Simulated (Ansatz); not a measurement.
# Converging the plane-wave cutoff: FeSb (P3m1, 4 atoms in the cell)

```
CELL_PARAMETERS angstrom
      3.99474     0.00000     0.00000
     -1.99737     3.45954     0.00000
      0.00000     0.00000     4.99466
ATOMIC_POSITIONS crystal
  Fe 0.00000 0.00000 0.01001
  Fe 0.00000 0.00000 0.50000
  Sb 0.66667 0.33333 0.25000
  Sb 0.33333 0.66667 0.75000
```
Moments meant for the start (each program seeds them in its own way; μB, in the order of the atoms Fe Fe Sb Sb): 4.0 4.0 0.0 0.0.

Computed with LDA (PW92), default PAW files made with PBE (plane waves; Ansatz, an electronic-structure program).

Base settings: basis.ecutwfc = 420 eV; kpoints.mp_grid.grid = 5 5 3; hamiltonian.xc = lda; hamiltonian.pseudopotentials = {kind: paw} (the program's default PAW files); magnetization.spin_polarized = true; scf.occupations.method = fermi_dirac; scf.occupations.width = 0.1 eV.

The second cell is the first with its lattice scaled by 0.98.

The mesh stays at the base's, so the ladder's end is converged at best in this setting alone.

The first pressure column holds Ansatz's estimate of the finite-basis (Pulay) stress, which hides part of the cutoff error; the other is without it.

Only quantities that move along the ladder and can be compared are tabulated.

The magnetic state is not the same in all runs (site moments differ, or a search went on to a lower state), so steps between rows are not convergence errors alone.

The count of work is k-points × plane waves × bands × iterations; it is no time. 

The starting cell comes from a database of computed structures (which also holds hypothetical and non-ambient phases and stackings), without a prior relaxation at this level. Its lattice was rescaled by up to half a per cent. One atom was moved a little off its site on purpose. The magnetic order is the one reached from the typed start; others were not searched systematically. In the base run, with a pressure of about -8 GPa the cell is away from its equilibrium volume at this level. Without a gap this mesh is coarse (it stands for a supercell whose shortest vector is 15 Å).

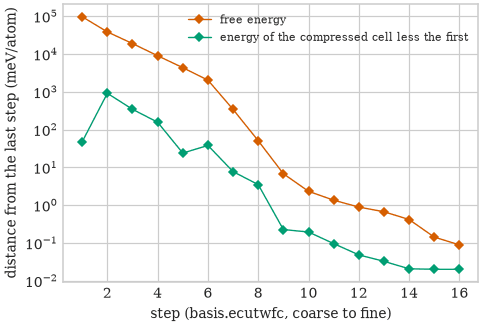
Figure: Distance from the last step along the ladder; very small values are drawn at a floor.

| basis.ecutwfc | free energy less the last step's (meV/atom) | energy of the compressed cell less the first (meV/atom) | pressure (GPa) | pressure without the Pulay estimate (GPa) | largest difference of a force vector from the last step's (eV/Å) | count of work / last |
|---|---|---|---|---|---|---|
| 145 eV | 96966.46 | 20.15 | 11.24 | -3062.91 | 7.548 | 0.054 |
| 170 eV | 38377.50 | 884.44 | -29.96 | -1503.21 | 0.760 | 0.082 |
| 190 eV | 18893.38 | -370.82 | -18.95 | -820.45 | 1.678 | 0.13 |
| 210 eV | 8983.94 | 128.89 | -4.34 | -430.58 | 0.778 | 0.10 |
| 230 eV | 4343.63 | -51.10 | -2.12 | -232.04 | 0.314 | 0.11 |
| 250 eV | 2027.75 | 10.65 | -3.39 | -123.54 | 0.035 | 0.11 |
| 295 eV | 340.63 | -19.63 | -4.95 | -32.51 | 0.086 | 0.16 |
| 335 eV | 50.50 | -23.82 | -7.37 | -12.41 | 0.026 | 0.17 |
| 380 eV | 6.77 | -27.08 | -7.65 | -8.26 | 0.002 | 0.24 |
| 420 eV | 2.32 | -27.11 | -7.67 | -7.77 | 0.000 | 0.29 |
| 460 eV | 1.35 | -27.21 | -7.69 | -7.73 | 0.000 | 0.33 |
| 505 eV | 0.89 | -27.26 | -7.69 | -7.71 | 0.000 | 0.36 |
| 565 eV | 0.67 | -27.27 | -7.69 | -7.71 | 0.000 | 0.42 |
| 630 eV | 0.42 | -27.29 | -7.70 | -7.71 | 0.000 | 0.49 |
| 735 eV | 0.14 | -27.30 | -7.70 | -7.70 | 0.000 | 0.65 |
| 840 eV | 0.09 | -27.30 | -7.70 | -7.70 | 0.000 | 0.80 |
| 1010 eV | 0.00 | -27.31 | -7.70 | -7.70 | 0.000 | 1.0 |

Coarsest basis.ecutwfc that holds the pressure within 0.5 GPa of the last step, with all finer ones: 335 eV, at 0.17 of the last step's count of work; the step before is off by 2.7 GPa.

Coarsest basis.ecutwfc that holds the pressure without the Pulay estimate within 1 GPa of the last step, with all finer ones: 380 eV, at 0.24 of the last step's count of work; the step before is off by 4.7 GPa.

Coarsest basis.ecutwfc that holds the free energy within 0.5 meV/atom of the last step, with all finer ones: 630 eV; the step before is off by 0.67 meV/atom.

The energy difference between the two cells stays within 1 meV/atom of the last step's from 380 eV on, the total only from 505 eV on: much of the error is common to both cells and cancels.

At the lowest cutoff the pressure without the Pulay estimate lies 3060 GPa under the last step's, the usual sign of Pulay stress in an incomplete plane-wave basis.

Keys are those of Ansatz 0.2.
